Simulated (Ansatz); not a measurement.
## Nudged elastic band, with input and output: C3H12OSi2 (part 1 of 2)

- system: C3H12OSi2
- method: RKS CAM-B3LYP-D4/6-31G (Ansatz 0.2.0)

The run did not end well. One setting was made poor on purpose. It belongs to a series of runs on one base structure; here: an input spoilt on purpose.

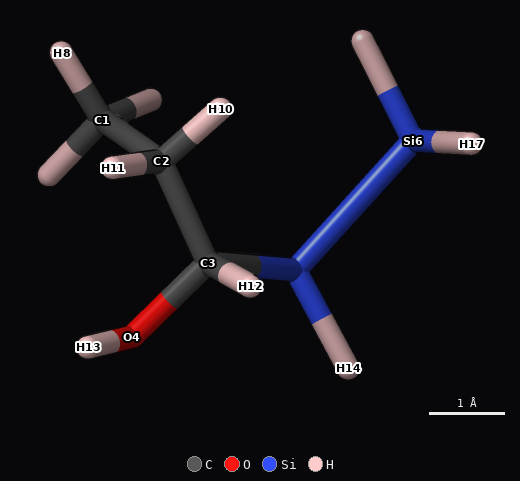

Figure 1. The starting structure (stick view, seen at a tilt; atoms are numbered from 1 in the order of the input).

**Input**
```yaml
crystal:
  periodic: [false, false, false]
  atoms:
    - { symbol: C, position_ang: [-1.668679, -1.109714, -0.108274] }
    - { symbol: C, position_ang: [-0.422536, -1.129953, 0.776784] }
    - { symbol: C, position_ang: [0.874477, -0.837439, 0.020244] }
    - { symbol: O, position_ang: [1.105708, -1.815041, -1.039496] }
    - { symbol: Si, position_ang: [0.937347, 0.842661, -0.923955] }
    - { symbol: Si, position_ang: [0.2651, 2.604934, 0.486347] }
    - { symbol: H, position_ang: [-1.517191, -1.745091, -0.984616] }
    - { symbol: H, position_ang: [-2.545446, -1.470246, 0.43666] }
    - { symbol: H, position_ang: [-1.89227, -0.09819, -0.462788] }
    - { symbol: H, position_ang: [-0.524982, -0.411111, 1.600027] }
    - { symbol: H, position_ang: [-0.327242, -2.118776, 1.25077] }
    - { symbol: H, position_ang: [1.71433, -0.854586, 0.730279] }
    - { symbol: H, position_ang: [1.229652, -2.709904, -0.666092] }
    - { symbol: H, position_ang: [2.346763, 1.07208, -1.377043] }
    - { symbol: H, position_ang: [0.051947, 0.78375, -2.127297] }
    - { symbol: H, position_ang: [-1.15667, 2.42202, 0.928893] }
    - { symbol: H, position_ang: [1.12139, 2.655958, 1.717993] }
    - { symbol: H, position_ang: [-1.518679, -1.009714, -0.108274] }
basis:
  gaussian: { orbitals: "6-31G" }
hamiltonian:
  xc: cam_b3lyp
  dispersion: d4
neb:
  order_check: false
  images: 5
  f_tol: 0.05
  max_iterations: 8
  final_atoms:
    - { symbol: C, position_ang: [-1.63667641, -1.31820209, -0.17117903] }
    - { symbol: C, position_ang: [-0.54805174, -1.04394348, 0.88173239] }
    - { symbol: C, position_ang: [0.78765207, -0.49369304, 0.44875956] }
    - { symbol: O, position_ang: [1.41797022, -1.81861707, -0.62807075] }
    - { symbol: Si, position_ang: [0.89422885, 0.95322508, -0.76064638] }
    - { symbol: Si, position_ang: [0.31177315, 2.84901853, 0.51233453] }
    - { symbol: H, position_ang: [-1.3138477, -2.06444019, -0.91115894] }
    - { symbol: H, position_ang: [-2.5527228, -1.70481618, 0.28862855] }
    - { symbol: H, position_ang: [-1.88674679, -0.40765354, -0.7236083] }
    - { symbol: H, position_ang: [-0.91808642, -0.27847193, 1.58183187] }
    - { symbol: H, position_ang: [-0.40788478, -1.94120562, 1.50350749] }
    - { symbol: H, position_ang: [2.14232774, -2.20204583, -0.10848338] }
    - { symbol: H, position_ang: [0.81225828, -2.47536197, -1.02423118] }
    - { symbol: H, position_ang: [2.31015939, 1.11281335, -1.22871938] }
    - { symbol: H, position_ang: [0.04567931, 0.98015765, -2.02232598] }
    - { symbol: H, position_ang: [-1.04070932, 2.67505764, 1.14504298] }
    - { symbol: H, position_ang: [1.29830406, 3.10740508, 1.61125147] }
    - { symbol: H, position_ang: [0.24677589, 4.0820736, -0.3427645] }
  initial_path: idpp
```

Run on 2 threads of Intel Xeon (Sapphire Rapids), 16 GiB of memory available, shared host.

Run as:
```bash
ansatz run input.yaml --threads 2 --pin off --max-ram 3072MiB --backend cpu --events-out ev --progress --plain --runs-dir out
```

**What the program printed**
```
Engine: ansatz 0.2.0, x86_64-unknown-linux-gnu
Functional definition: CAM-B3LYP
  parameter alpha = 0.19
  parameter beta = 0.46
  parameter omega = 0.33/bohr
  parameter ac = 0.81
  exchange = (1 - alpha - beta)*b88_x + beta*b88_x_sr(omega) + alpha*exact_x + beta*exact_x_lr(omega)
  correlation = (1 - ac)*vwn5_c + ac*lyp_c
1209 factors; integrals over basis functions are off by at most 1.8e-4 eV
523 factors; integrals over basis functions are off by at most 4.0e-7 eV
mean field evaluation 1: about -20853.3362 eV, gradient 6.9e1 eV
mean field evaluation 2: about -20853.6474 eV, gradient 7.0e1 eV
mean field evaluation 4: about -20863.7869 eV, gradient 3.3e0 eV
mean field evaluation 8: about -20863.8272 eV, gradient 1.2e-1 eV
mean field evaluation 16: about -20863.8273 eV, gradient 3.1e-4 eV
mean field -20863.82732319 eV, -766.7315121172 hartree, gradient 2.6e-5 eV, S^2 0.000000; 0 other end points of the search recorded, 0 dependent functions left out
the calculation of the forces begins
reference -20863.82745813 eV, -766.7315170760 hartree; 33, 33 occupied and 53, 53 virtual orbitals, 1209 factors
1209 factors; integrals over basis functions are off by at most 1.7e-4 eV
523 factors; integrals over basis functions are off by at most 2.2e-5 eV
mean field evaluation 32: about -21098.1182 eV, gradient 1.6e-3 eV
mean field -21098.11816526 eV, -775.3415417552 hartree, gradient 4.3e-5 eV, S^2 0.000000; 0 other end points of the search recorded, 0 dependent functions left out
[... from here on the field's lines of each further geometry are left out, up to the last ...]
WARN: NEB end point (image 0): max|allowed force component| = 1.664e3 eV/Å (the criterion of neb.relax_end_points is 1.000e-2). That is over neb.f_tol: it is no minimum, so the barrier can be far off. Relax it first
WARN: NEB end point (image 6): max|allowed force component| = 7.452e-2 eV/Å (the criterion of neb.relax_end_points is 1.000e-2). That is over neb.f_tol: it is no minimum, so the barrier can be far off. Relax it first
NEB iter   1: max|band force component| = 5.416e0 eV/Å  barrier→ = 0.0000 eV  barrier← = 234.2542 eV  Δτ_max = 0.2000 Å  (259 SCF iters)
NEB iter   2: max|band force component| = 4.756e0 eV/Å  barrier→ = 0.0000 eV  barrier← = 234.2542 eV  Δτ_max = 0.2000 Å  (193 SCF iters)
NEB iter   3: max|band force component| = 7.707e0 eV/Å  barrier→ = 0.0000 eV  barrier← = 234.2542 eV  Δτ_max = 0.1009 Å  (185 SCF iters)
the calculation of the forces begins
reference -21097.55763980 eV, -775.3209428246 hartree; 33, 33 occupied and 53, 53 virtual orbitals, 1209 factors
NEB iter   4: max|band force component| = 3.530e0 eV/Å  barrier→ = 0.0000 eV  barrier← = 234.2542 eV  Δτ_max = 0.2000 Å  (171 SCF iters)
these checks for a lower state are left out or cut short: starts, cluster_reference, orbital_swaps, neighbouring_geometries, increment
1209 factors; integrals over basis functions are off by at most 1.8e-4 eV
523 factors; integrals over basis functions are off by at most 6.5e-7 eV
mean field evaluation 256: about -21096.0287 eV, gradient 8.4e0 eV
```

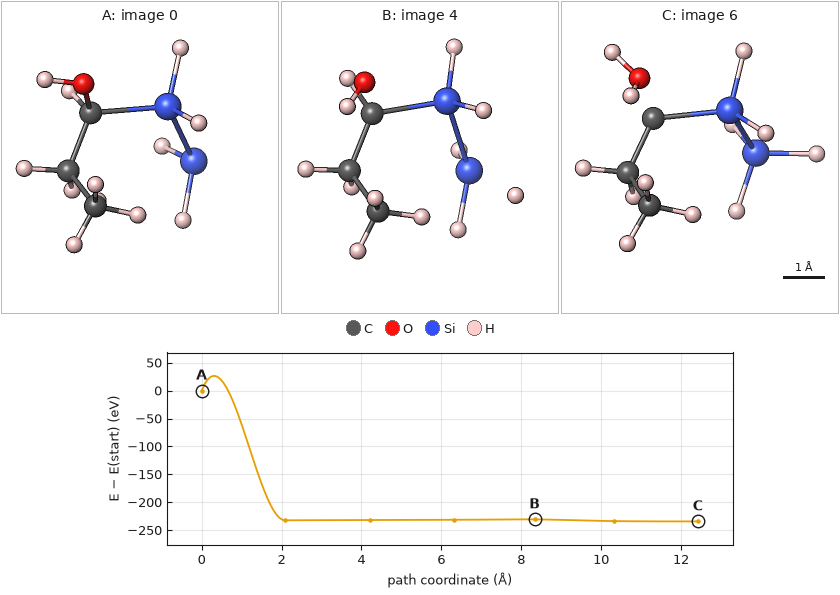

Figure 2. Images of the last band (counted from 0; ball-and-stick, seen at a tilt) above the energy along the path; the line is a cubic interpolation that uses the forces. No image lies above both ends; the end is 234.254 eV below the start. The path is 12.42 Å long. The band had not converged after 4 iterations. The end points carry forces over 0.1 eV/Å, so they aren't fully relaxed minima and the barriers are approximate.

```
mean field -21096.40544517 eV, -775.2786004528 hartree, gradient 1.9e-5 eV, S^2 0.000000; 0 other end points of the search recorded, 0 dependent functions left out
the calculation of the forces begins
reference -21096.40557822 eV, -775.2786053423 hartree; 33, 33 occupied and 53, 53 virtual orbitals, 1209 factors
these checks for a lower state are left out or cut short: starts, cluster_reference, orbital_swaps, neighbouring_geometries, increment
1209 factors; integrals over basis functions are off by at most 1.8e-4 eV
523 factors; integrals over basis functions are off by at most 4.6e-5 eV
```
